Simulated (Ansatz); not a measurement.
# YbC: the cost of one run

Method: DFT PBE+U (U_eff = 6 eV on Yb 4f), scalar-relativistic, plane waves, PAW, in Ansatz 0.2.0.

4 further runs of the same task are left out: 4 that didn't finish.

### Step 1. The system as given

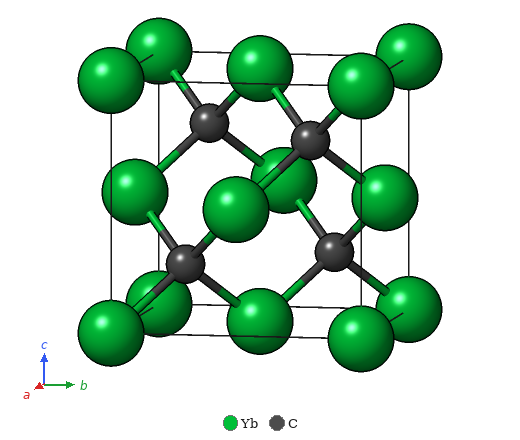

The starting structure, seen slightly off an axis (ytterbium green, carbon dark grey). Atoms on the faces are drawn again on the opposite ones. The cell drawn here is the conventional one.

As a file:

```
Yb C
1.0
     0.00000    2.67881    2.67881
     2.67881    0.00000    2.67881
     2.67881    2.67881    0.00000
Yb C
1 1
Direct
  0.00000 0.00000 0.00000
  0.25000 0.25000 0.25000
```

Starting moments: Yb 1.00 μB.

### Step 2. A coarse mesh, to find the state of the open shells

Input file input.yaml:

```yaml
crystal:
  lattice:
    - [0.0, 2.678812873, 2.678812873]
    - [2.678812873, 0.0, 2.678812873]
    - [2.678812873, 2.678812873, 0.0]
  atoms:
    - { symbol: Yb, position: [0.0, 0.0, 0.0], spin: 1.0 }
    - { symbol: C, position: [0.25, 0.25, 0.25] }
basis:
  ecutwfc: 420
  ecutrho_ratio: 4
kpoints:
  mp_grid: { grid: [5, 5, 5] }
hamiltonian:
  xc: pbe
  hubbard: { sites: [{ species: Yb, l: f, u_eff: 6.0 }] }
scf:
  occupations: { method: gaussian, width: 0.05 }
output:
  forces: true
  stress: true
  eigenvalues: true
  populations: true
  hubbard: { sites: [{ species: Yb, l: f }] }
magnetization:
  spin_polarized: true
```

On the command line:

```
$ ansatz run input.yaml --threads 2 --pin off --max-ram 2662MiB --backend cpu --events-out ev --progress --plain --runs-dir out
```

**Question.** How long does this run take on 2 threads of Arm Neoverse N1, shared host, and how much memory does it need?

About 18 s, with a peak of 0.43 GiB.
